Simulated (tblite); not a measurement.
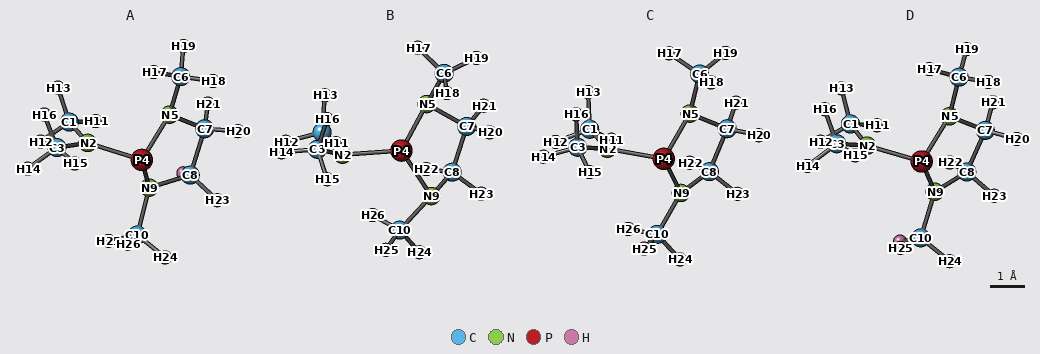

4 geometries from one relaxation of C6H16N3P, in shuffled order. A ball-and-stick model, seen at a tilt.

Theory: GFN2-xTB geometry optimisation, gas phase (tblite 0.8.0). 

**Order the frames from highest to lowest energy.**

B, C, D, A. They are steps 0, 24, 60, 165, at +42.4 kcal/mol, +6.57 kcal/mol, +1.68 kcal/mol relative to the last. After 165 geometry steps the energy has fallen by 42.4 kcal/mol. The largest move after the best rigid fit is that of H26, 1.10 Å. Largest moves by element: H 1.10 Å, N 0.88 Å, C 0.38 Å, P 0.32 Å. Some distances before and after: N2–P4 1.755 → 1.681 Å, P4–N9 1.793 → 1.725 Å, P4–N5 1.785 → 1.727 Å, C3–H15 1.127 → 1.090 Å. Bond angles that change, for instance: N2–P4–N5 115.3° → 100.6°, P4–N9–C8 100.5° → 113.6°, P4–N5–C7 99.8° → 112.6°.
